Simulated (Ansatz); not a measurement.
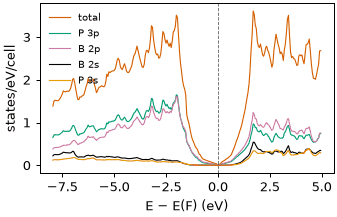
*Total and projected density of states of BP in space group P6_222 (No. 180; B on 3d, P on 3c), PBE+D3(BJ) (plane waves, PAW; program Ansatz)*

**Question.** Which orbitals carry the states next to the Fermi level?

**Answer.** Within 0.5 eV of the Fermi level: B 2p 47 %, P 3p 38 %, outside the projected shells 11 %. Projections are on Löwdin-orthogonalised atomic valence shells; empty p or d shells of many metals are not among them.

**Question.** Where is the tallest occupied peak in this window, and what makes it?

**Answer.** Near -2.0 eV, about 3.5 states/eV per cell; the largest projected share is P 3p.

The start of the workflow was typed in or built on a structure type; neither database checked (COD, Materials Project) lists it. It is not the phase usual at ambient conditions (space group No. 216). The PBE+D3(BJ) relaxation kept the symmetry of its start; its stability against distortions is not shown here.

Potentials: the later of the program's two PAW sets.
